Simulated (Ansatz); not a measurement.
**UB2PLYP/STO-3G run of BH2O (SMILES [BH]O)**

What is the energy change on altering one bond length of BH2O at UB2PLYP/STO-3G? 

The results are computed with Ansatz 0.2.0.

58 further runs of the same task are left out: 58 set aside as unsound or not needed.

### Step 1. The structure to begin with

The species is BH2O (4 atoms), meant as a doublet with charge 0. As SMILES, `[BH]O`. The shape is that of a PBE0-D4/def2-TZVP optimisation.

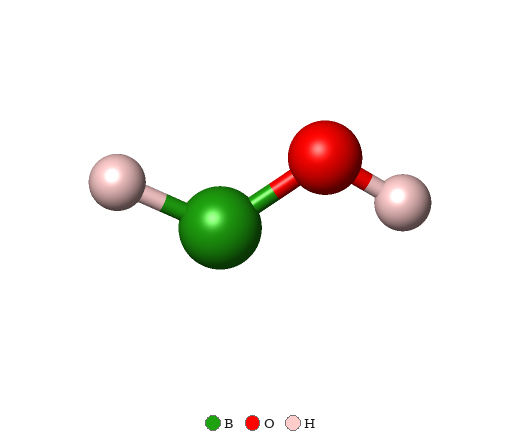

Viewed from a chosen angle; boron green, oxygen red, hydrogen pink.

### Step 2. A single-point energy at UB2PLYP/STO-3G

Input file input.yaml:

```yaml
crystal:
  periodic: [false, false, false]
  atoms:
    - symbol: B
      position_ang: [-0.006100, -0.485500, 0.388300]
    - symbol: O
      position_ang: [0.119700, 0.544500, -0.448600]
    - symbol: H
      position_ang: [-1.064200, -1.032400, 0.540300]
    - symbol: H
      position_ang: [1.006100, 0.913200, -0.500300]
basis:
  gaussian: {orbitals: STO-3G}
magnetization: {spin_polarized: true, initial_magnetization: 1}
hamiltonian: {xc: {name: B2PLYP}}
correlation: {frozen_orbitals: {B: 1, H: 0, O: 1}}
accuracy: high
```

Command:

```sh
$ ansatz run input.yaml --threads 1 --pin off --max-ram 2610MiB --events-out events.jsonl --progress --plain --runs-dir runs
```

The program printed:

```text
Warning: RAYON_NUM_THREADS=1 ignored (pool sized by the plan → 1); use --threads N
Functional definition: B2PLYP
  name "B2PLYP"
  parameter a = 0.53
  parameter c = 0.27
  exchange = (1 - a)*b88_x + a*exact_x
  correlation = (1 - c)*lyp_c + c*(mp2_os + mp2_ss)
187 factors; integrals over basis functions are off by at most 2.2e-8 eV
mean field evaluation 1: about -2711.4615 eV, gradient 8.5e0 eV
mean field evaluation 2: about -2711.4685 eV, gradient 8.5e0 eV
mean field evaluation 4: about -2712.1544 eV, gradient 1.5e0 eV
mean field evaluation 8: about -2712.1861 eV, gradient 3.1e-2 eV
mean field evaluation 16: about -2712.1862 eV, gradient 2.8e-6 eV
mean field -2712.18616807 eV, -99.6710032907 hartree, gradient 7.0e-8 eV, S^2 0.752398; 0 other end points of the search recorded, 0 dependent functions left out
2 core orbitals not correlated: weight in the atoms' cores, before any rotation towards them, 1.000 or more for the frozen orbitals, at most 0.000 for the correlated occupied ones
reference -2712.18618286 eV, -99.6710038341 hartree; 6, 5 occupied and 4, 5 virtual orbitals, 187 factors
second order -2.69406272 eV of doubles, -0.00000000 eV of singles
Total energy: -2712.91357979 eV, -99.6977351784 hartree
```

Wall time 0.84 s (1 thread of Arm Neoverse V2, shared host); peak memory 0.11 GiB.

### Step 3. The distorted shape, same level

Input file molecule.yaml:

```yaml
crystal:
  periodic: [false, false, false]
  atoms:
    - symbol: B
      position_ang: [0.258402, -0.348787, 0.350303]
    - symbol: O
      position_ang: [0.384202, 0.681213, -0.486597]
    - symbol: H
      position_ang: [-1.064200, -1.032400, 0.540300]
    - symbol: H
      position_ang: [1.270602, 1.049913, -0.538297]
basis:
  gaussian:
    orbitals: STO-3G
accuracy: high
correlation:
  frozen_orbitals: {B: 1, H: 0, O: 1}
hamiltonian:
  xc: {name: B2PLYP}
magnetization:
  spin_polarized: true
  initial_magnetization: 1
```

Command:

```sh
$ ansatz run molecule.yaml --threads 1 --pin off --max-ram 2610MiB --events-out events.jsonl --progress --plain --runs-dir runs
```

The program printed:

```text
Warning: RAYON_NUM_THREADS=1 ignored (pool sized by the plan → 1); use --threads N
Functional definition: B2PLYP
  name "B2PLYP"
  parameter a = 0.53
  parameter c = 0.27
  exchange = (1 - a)*b88_x + a*exact_x
  correlation = (1 - c)*lyp_c + c*(mp2_os + mp2_ss)
187 factors; integrals over basis functions are off by at most 2.7e-8 eV
mean field evaluation 1: about -2710.1863 eV, gradient 9.0e0 eV
mean field evaluation 2: about -2710.1891 eV, gradient 9.0e0 eV
mean field evaluation 4: about -2711.0544 eV, gradient 1.7e0 eV
mean field evaluation 8: about -2711.1005 eV, gradient 1.0e-1 eV
mean field evaluation 16: about -2711.1009 eV, gradient 7.2e-6 eV
mean field -2711.10089315 eV, -99.6311201732 hartree, gradient 2.7e-8 eV, S^2 0.753651; 0 other end points of the search recorded, 0 dependent functions left out
2 core orbitals not correlated: weight in the atoms' cores, before any rotation towards them, 1.000 or more for the frozen orbitals, at most 0.000 for the correlated occupied ones
reference -2711.10090822 eV, -99.6311207270 hartree; 6, 5 occupied and 4, 5 virtual orbitals, 187 factors
second order -2.94114397 eV of doubles, -0.00000000 eV of singles
Total energy: -2711.89501709 eV, -99.6603036897 hartree
```

Wall time 0.9 s (1 thread of Arm Neoverse V2, shared host); peak memory 0.11 GiB.

### Step 4. Outcome

At UB2PLYP/STO-3G, 2 core orbitals frozen:

```
                                                         quantity         value
                                        first shape: total energy  -99.69774 Eh
                                                first shape: ⟨S²⟩         0.752
                                    distorted shape: total energy  -99.66030 Eh
                                            distorted shape: ⟨S²⟩         0.754
energy change with the B1–H3 bond stretched from 1.201 to 1.501 Å      1.019 eV
```

In words: With the B1–H3 bond stretched from 1.201 to 1.501 Å the energy rises by 1.02 eV (23 kcal/mol). The first shape isn't relaxed at this level, so the change isn't measured from a minimum. The minimal basis adds a large error of its own.
